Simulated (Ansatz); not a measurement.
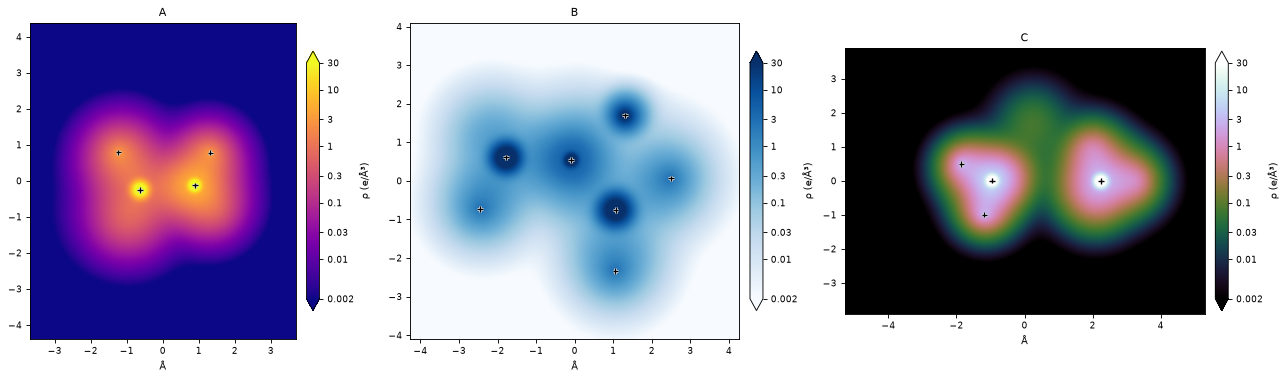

The electron density of 3 systems, each on a plane through atoms (crosses mark nuclei in the plane).

Method: Ansatz, RKS PBE0-D4/def2-TZVPP.

System 1: CH8NSi (charge +1), the plane of atoms H9, N3 and H11. Geometry: PBE0-D4/def2-TZVP; at this geometry the atoms fall into two loosely joined parts.

```xyz
11

C    -1.5273    0.8209   -0.0799
Si    0.2564   -1.1311   -0.9057
N     1.4418   -0.2925    0.4478
H    -2.4937    1.0158   -0.5431
H    -1.0730    1.7420    0.2822
H    -1.6497    0.0893    0.7150
H    -0.4354   -1.8689    0.2173
H    -0.8985    0.4733   -0.9467
H     2.0815   -1.0030    0.8112
H     0.9479    0.0858    1.2559
H     2.0205    0.4498    0.0560
```

System 2: BH4N···H···AsH2, the plane of atoms N2, B1 and H4. A transition-state structure; geometry: PBE0-D4/def2-TZVP.

```json
{"atom": "B", "x (Å)": "0.3625", "y (Å)": "0.2157", "z (Å)": "-0.8558"}
{"atom": "N", "x (Å)": "-0.4045", "y (Å)": "1.2629", "z (Å)": "-0.0415"}
{"atom": "H", "x (Å)": "1.5475", "y (Å)": "0.3772", "z (Å)": "-0.9120"}
{"atom": "H", "x (Å)": "-0.2176", "y (Å)": "-0.2178", "z (Å)": "-1.8093"}
{"atom": "H", "x (Å)": "-0.2258", "y (Å)": "-0.0379", "z (Å)": "0.4693"}
{"atom": "As", "x (Å)": "0.3906", "y (Å)": "-1.7518", "z (Å)": "0.3932"}
{"atom": "H", "x (Å)": "-1.3425", "y (Å)": "1.5132", "z (Å)": "-0.3054"}
{"atom": "H", "x (Å)": "0.0973", "y (Å)": "1.9985", "z (Å)": "0.4266"}
{"atom": "H", "x (Å)": "-1.0472", "y (Å)": "-1.9981", "z (Å)": "0.8376"}
{"atom": "H", "x (Å)": "0.8397", "y (Å)": "-1.3620", "z (Å)": "1.7973"}
```

System 3: AlH5LiNSi, the plane of atoms Li1, Al4 and N3. Geometry: PBE0-D4/def2-TZVP.

```xyz
9

Li   -2.4488    0.1641    0.3808
Si    0.4414    1.3865   -0.5826
N    -0.6734    0.2526    0.0014
Al   -0.5526   -1.4033    0.5067
H     1.8455    0.8754   -0.6997
H     0.5197    2.6052    0.2863
H     0.0743    1.8942   -1.9441
H    -2.1093   -1.7497    0.9260
H     0.5655   -2.5111    0.6398
```

> Match each panel to its system.

Panel A is system 2, BH4N···H···AsH2: the plane holds B, N and H. B–N (1.53 Å): ρ at the midpoint is about 1.5 e/Å³. Panel B is system 3, AlH5LiNSi: the plane holds Li, Si, N, Al and H. Si–N (1.69 Å): the density is about 1.2 e/Å³ at the midpoint. Panel C is system 1, CH8NSi: the plane holds C, N and H. N–H (1.02 Å): the density is about 3 e/Å³ at the midpoint.
